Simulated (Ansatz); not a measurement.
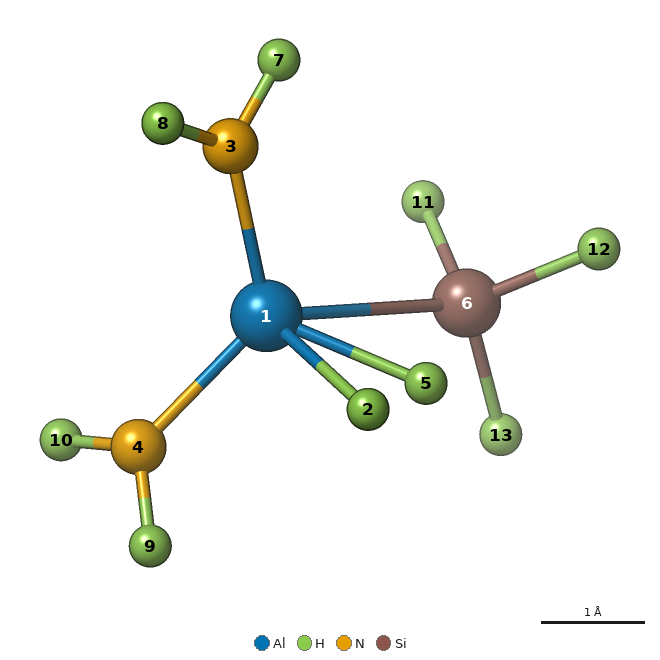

Simulated data, not a measurement (program: Ansatz).

Orthographic view. Distant atoms are faded towards the background colour. Geometry: start.

Write a Z-matrix (Å, degrees) in the order of the atom numbers, with these reference atoms: 2 to 1; 3 to 1, 2; 4 to 1, 3, 2; 5 to 1, 3, 2; 6 to 1, 5, 2; 7 to 3, 1, 5; 8 to 3, 7, 1; 9 to 4, 1, 5; 10 to 4, 9, 1; 11 to 6, 5, 2; 12 to 6, 11, 1; 13 to 6, 12, 11.

```
Al 
H    1   1.817
N    1   1.778   2   111.3
N    1   1.788   3   123.3   2   110.4
H    1   1.722   3   118.0   2   -38.1
Si   1   2.491   5    55.8   2  -179.4
H    3   1.012   1   125.6   5    64.0
H    3   1.014   7   110.3   1   175.5
H    4   1.013   1   125.4   5    13.0
H    4   1.014   9   109.8   1   158.6
H    6   1.506   5   146.0   2    22.6
H    6   1.503  11   106.0   1  -124.1
H    6   1.500  12   106.6  11   113.7
```
